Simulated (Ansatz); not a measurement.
Start from Nb in the bcc (W type) structure (space group Im-3m, No. 229; a = 3.273 Å; relaxed with 0.1 eV smearing). Axes: x, y, z lie along the cube axes.

Structures relaxed with PBEsol (Ansatz, a program for electronic structure, PAW, no spin-orbit coupling).

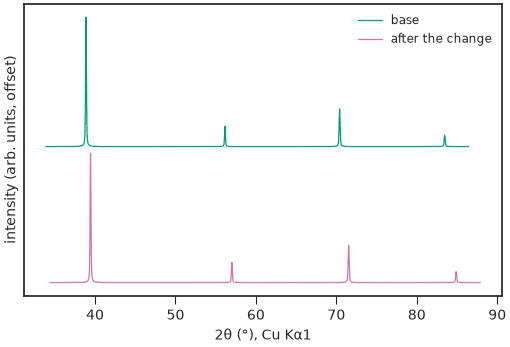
Figure: Simulated powder patterns before (top) and after one change

Task: Which change produced these results?
A. isotropic strain −3.69 %
B. biaxial strain −2.34 %, plane normal [111], relaxed out of plane
C. isotropic strain −1.37 %
D. tensor shear ε_yz = +0.93 %

Result: C, isotropic strain −1.37 %. Its volume per atom is 16.82 Å³ against 17.53 Å³, and its space group is Im-3m (No. 229).

No phonon test of stability was made. The final runs are not spin-polarised.
